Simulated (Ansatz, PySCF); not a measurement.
Stretching the B1–H2 bond in BCl2H (SMILES ClBCl) (multiplicity 1 held, fragments rigid). Energies count from the point at 1.182 Å.
Geometry at that point (charge 0, multiplicity 1):
```csv
atom,x (Å),y (Å),z (Å)
B,-0.4996,-0.3156,-0.3776
H,-1.3415,-0.8474,-1.0138
Cl,-0.3583,1.4202,-0.4187
Cl,0.5841,-1.2776,0.5894
```

Restricted levels (R-, RO-) in cc, def2 and unpolarised 6-31G sets keep to the state of the molecule at rest. U- levels take the lowest unrestricted solution at each point, which mixes spins at long bonds. Active spaces are followed from a long bond inwards. Curves can end on different states.

Cores are frozen in the correlated methods. Rows in 6-31G* carry no dispersion term and start afresh at each structure (6-31G* with six Cartesian d functions).

The values were computed with Ansatz (Gaussian orbitals); PySCF for 6-31G* rows. 

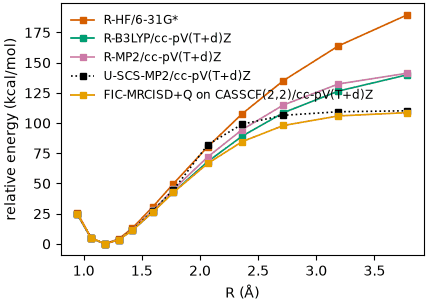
Fig. 1. Relative energy along the coordinate

Doubts at one or more of the structures used: a restricted determinant that unrestricted orbitals would lower (R-HF/6-31G*, R-B3LYP/cc-pV(T+d)Z, R-MP2/cc-pV(T+d)Z); a spin-contaminated determinant (U-SCS-MP2/cc-pV(T+d)Z).

Ansatz is a quantum-chemistry and plane-wave program.
